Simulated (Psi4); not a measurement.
**C2H5Si: single-point calculation**

C2H5Si, multiplicity 2, computed with r2SCAN/cc-pVDZ, UKS (Psi4 1.11).

The geometry comes from this level: PBE0-D4/def2-TZVP.

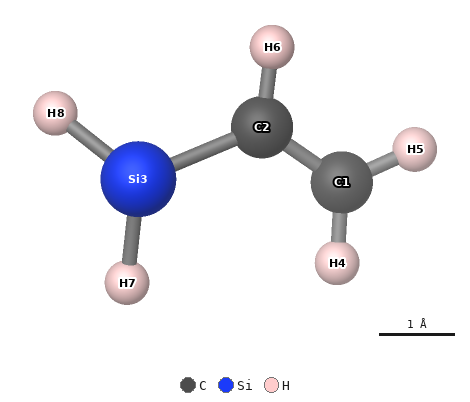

Figure 1. The structure as given in the input (ball-and-stick view, seen on its broad side; atoms are numbered from 1 in the order of the input).

The input (c2h5si.inp)
```
memory 1600 MB

molecule {
  0 2
  C     -0.77214209     1.75782324    -1.65899056
  C     -0.67595503     0.65932544     0.61718455
  Si     1.67505324    -1.72626481     1.52614282
  H      0.50304509     1.21868438    -3.17455092
  H     -2.13350079     3.22840811    -2.10080853
  H     -1.99687360     1.30239925     2.05828969
  H      2.89411556    -2.91792611    -0.70883627
  H      0.68030140    -3.63054183     3.33612250
  units au
  symmetry c1
}

set basis cc-pVDZ
set reference uks
set puream true
set scf_type pk
set dft_radial_points 250
set dft_spherical_points 1202
set maxiter 100

energy('r2scan')
print_variables()
```

Machine: 1 thread of AMD EPYC (Zen 3), 24 GiB of memory available, shared host.

Run as:
```bash
psi4 -i c2h5si.inp -o c2h5si.out -n 1
```

Log
```
Psi4 1.11 release

   => Loading Basis Set <=

    Name: CC-PVDZ
    Role: ORBITAL
    Keyword: BASIS

         ---------------------------------------------------------
                                   SCF
                              UKS Reference
                        1 Threads,   1525 MiB Core
         ---------------------------------------------------------

  ==> Geometry <==

    Molecular point group: c1
    Full point group: C1

    Geometry (in Bohr), charge = 0, multiplicity = 2:

       Center              X                  Y                   Z               Mass
    ------------   -----------------  -----------------  -----------------  -----------------
         C           -1.288353731125     2.110268336171    -2.178155145253    12.000000000000
         C           -1.192166671125     1.011770536171     0.098019964747    12.000000000000
         SI           1.158841598875    -1.373819713829     1.006978234747    27.976926534650
         H           -0.013166551125     1.571129476171    -3.693715505253     1.007825032230
         H           -2.649712431125     3.580853206171    -2.619973115253     1.007825032230
         H           -2.513085241125     1.654844346171     1.539125104747     1.007825032230
         H            2.377903918875    -2.565481013829    -1.228000855253     1.007825032230
         H            0.164089758875    -3.278096733829     2.816957914747     1.007825032230

  Running in c1 symmetry.

  Rotational constants: A =      1.35512  B =      0.18587  C =      0.16565 [cm^-1]
  Rotational constants: A =  40625.36233  B =   5572.33677  C =   4965.98307 [MHz]
  Nuclear repulsion =   90.643212348137254

  Charge       = 0
  Multiplicity = 2
  Electrons    = 31
  Nalpha       = 16
  Nbeta        = 15

  ==> Algorithm <==

  SCF Algorithm Type is PK.
  DIIS enabled.
  MOM disabled.
  Fractional occupation disabled.
  Guess Type is SAD.
  Energy threshold   = 1.00e-06
  Density threshold  = 1.00e-06
  Integral threshold = 1.00e-12

  ==> Primary Basis <==

  Basis Set: CC-PVDZ
    Blend: CC-PVDZ
    Number of shells: 35
    Number of basis functions: 71
    Number of Cartesian functions: 74
    Spherical Harmonics?: true
    Max angular momentum: 2

  ==> DFT Potential <==

   => LibXC <=

    Version 7.1.2

   => Composite Functional: R2SCAN <=

    r2SCAN Meta-GGA XC Functional  (0.1021/acs.jpclett.0c02405)

    Deriv               =              1
    GGA                 =           TRUE
    Meta                =           TRUE

    Exchange Hybrid     =          FALSE
    MP2 Hybrid          =          FALSE

   => Exchange Functionals <=

    1.0000   XC_MGGA_X_R2SCAN

   => Correlation Functionals <=

    1.0000   XC_MGGA_C_R2SCAN

   => LibXC Density Thresholds  <==

    XC_MGGA_C_R2SCAN:  1.00E-15
    XC_MGGA_X_R2SCAN:  1.00E-11

   => Molecular Quadrature <=

    Radial Scheme          =       TREUTLER
    Pruning Scheme         =           NONE
    Nuclear Scheme         =       TREUTLER

    Blocking Scheme        =         OCTREE
    BS radius alpha        =              1
    Pruning alpha          =              1
    Radial Points          =            250
    Spherical Points       =           1202
    Total Points           =        2262593
    Total Blocks           =          14597
    Max Points             =            256
    Max Functions          =             71
    Weights Tolerance      =       1.00E-15

  ==> Integral Setup <==

  Using in-core PK algorithm.
   Calculation information:
      Number of atoms:                   8
      Number of AO shells:              35
      Number of primitives:            119
      Number of atomic orbitals:        74
      Number of basis functions:        71

      Integral cutoff                 1.00e-12
      Number of threads:                 1

  Performing in-core PK
  Using 6535692 doubles for integral storage.
  We computed 196880 shell quartets total.
  Whereas there are 198765 unique shell quartets.

  ==> DiskJK: Disk-Based J/K Matrices <==

    J tasked:                  Yes
    K tasked:                   No
    wK tasked:                  No
    Memory [MiB]:              193
    Schwarz Cutoff:          1E-12

  Cached 8.3% of DFT collocation blocks in 0.866 [GiB].

  Minimum eigenvalue in the overlap matrix is 3.7058598810E-03.
  Reciprocal condition number of the overlap matrix is 7.5787370308E-04.
    Using symmetric orthogonalization.

  ==> Pre-Iterations <==

  SCF Guess: Superposition of Atomic Densities via on-the-fly atomic UHF (no occupation information).

   -------------------------
    Irrep   Nso     Nmo
   -------------------------
     A         71      71
   -------------------------
    Total      71      71
   -------------------------

  ==> Iterations <==

                        Total Energy        Delta E     RMS |[F,P]|

   @UKS iter SAD:  -368.03239594815324   -3.68032e+02   0.00000e+00
   @UKS iter   1:  -368.13425216117815   -1.01856e-01   1.13040e-02 ADIIS/DIIS
   @UKS iter   2:  -366.52882863526997    1.60542e+00   2.23749e-02 ADIIS/DIIS
   @UKS iter   3:  -368.53540149998804   -2.00657e+00   2.07534e-03 ADIIS/DIIS
   @UKS iter   4:  -368.54071874394970   -5.31724e-03   1.88418e-03 ADIIS/DIIS
   @UKS iter   5:  -368.55295541235267   -1.22367e-02   8.73001e-04 ADIIS/DIIS
   @UKS iter   6:  -368.55527924609135   -2.32383e-03   1.62190e-04 ADIIS/DIIS
   @UKS iter   7:  -368.55540939982194   -1.30154e-04   6.02672e-05 DIIS
   @UKS iter   8:  -368.55543422879032   -2.48290e-05   2.44862e-05 DIIS
   @UKS iter   9:  -368.55544247119445   -8.24240e-06   1.20383e-05 DIIS
   @UKS iter  10:  -368.55544522039253   -2.74920e-06   5.89164e-06 DIIS
   @UKS iter  11:  -368.55544583543997   -6.15047e-07   1.88235e-06 DIIS
   @UKS iter  12:  -368.55544587872538   -4.32854e-08   5.74718e-07 DIIS
  Energy and wave function converged.

  ==> Post-Iterations <==

   Electrons on quadrature grid:
      Nalpha   =   16.0000000096 ; deviation = 9.649e-09
      Nbeta    =   15.0000000012 ; deviation = 1.228e-09
      Ntotal   =   31.0000000109 ; deviation = 1.088e-08

   @Spin Contamination Metric:   2.195360916E-02
   @S^2 Expected:                7.500000000E-01
   @S^2 Observed:                7.719536092E-01
   @S   Expected:                5.000000000E-01
   @S   Observed:                5.000000000E-01

    Orbital Energies [Eh]
    ---------------------

    Alpha Occupied:

       1A    -65.841217     2A    -10.062144     3A    -10.050783
       4A     -5.209691     5A     -3.555241     6A     -3.550801
       7A     -3.550458     8A     -0.739290     9A     -0.562613
      10A     -0.485793    11A     -0.425504    12A     -0.377064
      13A     -0.322388    14A     -0.299555    15A     -0.278094
      16A     -0.184513

    Alpha Virtual:

      17A     -0.034958    18A      0.035969    19A      0.045932
      20A      0.064250    21A      0.097500    22A      0.113672
      23A      0.191451    24A      0.245134    25A      0.253361
      26A      0.297298    27A      0.302595    28A      0.330580
      29A      0.351046    30A      0.371051    31A      0.426036
      32A      0.470992    33A      0.478887    34A      0.511797
      35A      0.529486    36A      0.599239    37A      0.611400
      38A      0.641905    39A      0.656956    40A      0.736544
      41A      0.758779    42A      0.830367    43A      0.856251
      44A      0.866859    45A      0.936143    46A      1.011061
      47A      1.041823    48A      1.124953    49A      1.227215
      50A      1.337544    51A      1.370762    52A      1.456787
      53A      1.498426    54A      1.503627    55A      1.537405
      56A      1.596287    57A      1.643065    58A      1.682979
      59A      1.696692    60A      1.716845    61A      1.895231
      62A      1.912992    63A      1.941261    64A      2.005397
      65A      2.057742    66A      2.090238    67A      2.204416
      68A      2.345862    69A      2.471341    70A      2.703763
      71A      2.879847

    Beta Occupied:

       1A    -65.838064     2A    -10.057447     3A    -10.052945
       4A     -5.206974     5A     -3.548186     6A     -3.547827
       7A     -3.547277     8A     -0.734396     9A     -0.554851
      10A     -0.472013    11A     -0.420971    12A     -0.374004
      13A     -0.316811    14A     -0.295587    15A     -0.266295

    Beta Virtual:

      16A     -0.100919    17A     -0.011080    18A      0.049771
      19A      0.065990    20A      0.083007    21A      0.103900
      22A      0.122321    23A      0.195488    24A      0.262560
      25A      0.272819    26A      0.312016    27A      0.340815
      28A      0.349406    29A      0.361292    30A      0.394374
      31A      0.433399    32A      0.491731    33A      0.502223
      34A      0.533728    35A      0.543008    36A      0.602870
      37A      0.622877    38A      0.647496    39A      0.660076
      40A      0.739916    41A      0.764399    42A      0.835788
      43A      0.859756    44A      0.872700    45A      0.944610
      46A      1.015462    47A      1.046718    48A      1.128509
      49A      1.231944    50A      1.338119    51A      1.376009
      52A      1.454548    53A      1.497647    54A      1.502272
      55A      1.537559    56A      1.598283    57A      1.642970
      58A      1.682874    59A      1.701859    60A      1.718639
      61A      1.894859    62A      1.914489    63A      1.947429
      64A      2.007629    65A      2.059656    66A      2.090153
      67A      2.204051    68A      2.342603    69A      2.471156
      70A      2.700690    71A      2.879099

    Final Occupation by Irrep:
              A
    DOCC [    15 ]
    SOCC [     1 ]
    NA   [    16 ]
    NB   [    15 ]

  @UKS Final Energy:  -368.55544587872538

   => Energetics <=

    Nuclear Repulsion Energy =             90.6432123481372543
    One-Electron Energy =                -686.1134731135348375
    Two-Electron Energy =                 260.4163274219147297
    DFT Exchange-Correlation Energy =     -33.5015125352425258
    Empirical Dispersion Energy =           0.0000000000000000
    VV10 Nonlocal Energy =                  0.0000000000000000
    Total Energy =                       -368.5554458787253793

  UHF NO Occupations:
  HONO-2 :   14  A 1.9988392
  HONO-1 :   15  A 1.9909273
  HONO-0 :   16  A 1.0000000
  LUNO+0 :   17  A 0.0090727
  LUNO+1 :   18  A 0.0011608
  LUNO+2 :   19  A 0.0002861
  LUNO+3 :   20  A 0.0002588

Computation Completed

Properties will be evaluated at   0.000000,   0.000000,   0.000000 [a0]

Properties computed using the SCF density matrix

 Multipole Moments:

 ------------------------------------------------------------------------------------
     Multipole            Electronic (a.u.)      Nuclear  (a.u.)        Total (a.u.)
 ------------------------------------------------------------------------------------

 L = 1.  Multiply by 2.5417464519 to convert [e a0] to [Debye]
 Dipole X            :          1.1479033           -1.2933106           -0.1454073
 Dipole Y            :         -0.2641281            0.4620065            0.1978784
 Dipole Z            :          1.4709567           -1.5687223           -0.0977656
 Magnitude           :                                                    0.2643052

 ------------------------------------------------------------------------------------

	total time  =        363 seconds =       6.05 minutes

  Variable Map:
  ----------------------------------------------------------------------------
  "CURRENT ENERGY"              =>    -368.555445878725
  "CURRENT REFERENCE ENERGY"    =>    -368.555445878725
  "DD SOLVATION ENERGY"         =>       0.000000000000
  "DFT FUNCTIONAL TOTAL ENERGY" =>    -368.555445878725
  "DFT TOTAL ENERGY"            =>    -368.555445878725
  "DFT VV10 ENERGY"             =>       0.000000000000
  "DFT XC ENERGY"               =>     -33.501512535243
  "GRID ELECTRONS ALPHA"        =>      16.000000009649
  "GRID ELECTRONS BETA"         =>      15.000000001228
  "GRID ELECTRONS TOTAL"        =>      31.000000010877
  "NUCLEAR REPULSION ENERGY"    =>      90.643212348137
  "ONE-ELECTRON ENERGY"         =>    -686.113473113535
  "PCM POLARIZATION ENERGY"     =>       0.000000000000
  "PE ENERGY"                   =>       0.000000000000
  "SCF ITERATION ENERGY"        =>    -368.555445878725
  "SCF ITERATIONS"              =>      12.000000000000
  "SCF TOTAL ENERGY"            =>    -368.555445878725
  "TWO-ELECTRON ENERGY"         =>     260.416327421915
  "XC GRID RADIAL POINTS"       =>     250.000000000000
  "XC GRID SPHERICAL POINTS"    =>    1202.000000000000
  "XC GRID TOTAL POINTS"        => 2262593.000000000000

  Array Variable Map:
  ----------------------------------------------------------------------------
  "CURRENT DIPOLE"              =>      -0.145407321335 ... -0.097765571226 1 by 3
  "SCF DIPOLE"                  =>      -0.145407321335 ... -0.097765571226 1 by 3
  "SCF TOTAL ENERGIES"          =>    -368.032395948153 ... -368.555445878725 1 by 13

    Psi4 run time: 0:06:02.41
```

Results in brief

| quantity | value |
| --- | --- |
| outcome | converged |
| total energy | −368.555446 hartree |
| basis functions | 71 |
| ⟨S²⟩ | 0.772 |
| dipole moment | 0.67 D |
| wall time | 6.1 min |
| peak memory | 1.5 GiB |
